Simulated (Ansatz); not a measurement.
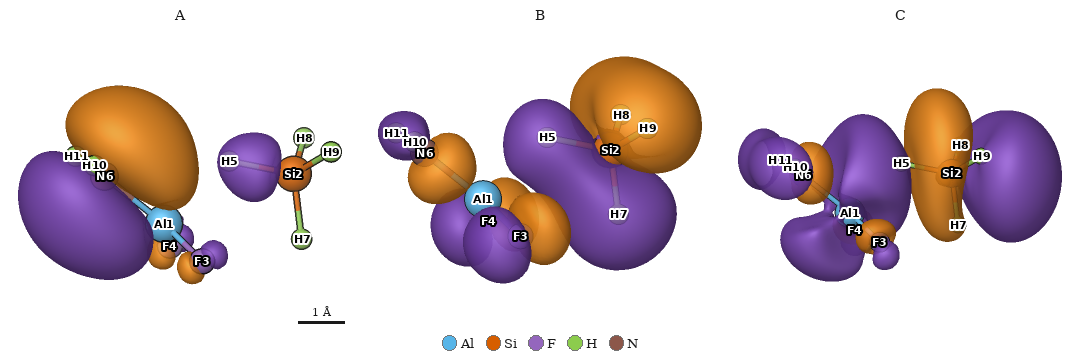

Figure. AlF2H2N···SiH4. Three frontier orbitals at ±0.05 Å⁻³ᐟ² (orange and purple are the two phases), in no order.

The product side of a reaction path; geometry: PBE0-D4/def2-TZVP; a saddle point, not a minimum.

Theory: RKS PBE0-D4/def2-TZVPP (Ansatz).

| atom | x (Å) | y (Å) | z (Å) |
| --- | --- | --- | --- |
| Al | -0.6505 | -1.0083 | 0.1096 |
| Si | 0.2343 | 1.9146 | -0.5955 |
| F | -0.8130 | -1.0778 | -1.5319 |
| F | -1.7878 | -0.1838 | 0.9769 |
| H | 0.5828 | 0.5800 | 0.0219 |
| N | 0.4183 | -2.1332 | 0.9261 |
| H | -1.1466 | 1.8819 | -1.1144 |
| H | 0.3978 | 2.9032 | 0.4937 |
| H | 1.2301 | 2.1201 | -1.6710 |
| H | 1.0522 | -2.7597 | 0.4599 |
| H | 0.4825 | -2.2371 | 1.9245 |

Order the three orbitals by energy and name them.

Answer. B is the HOMO−1 (−10.30 eV). By Hirshfeld shares it lies mainly on Si2 (about 30 %), H7 (about 15 %), F3 (about 10 %), F4 (about 10 %), H8 (about 10 %) and H9 (about 10 %). A is the HOMO (−7.55 eV). By Hirshfeld shares it lies mainly on N6 (about 75 %); largely a lone pair of N6. C is the LUMO (−0.38 eV). By Hirshfeld shares it lies mainly on Si2 (about 35 %), Al1 (about 25 %), H5 (about 10 %) and N6 (about 5 %).

What is the HOMO–LUMO gap?

Answer. 7.17 eV between the orbital energies.
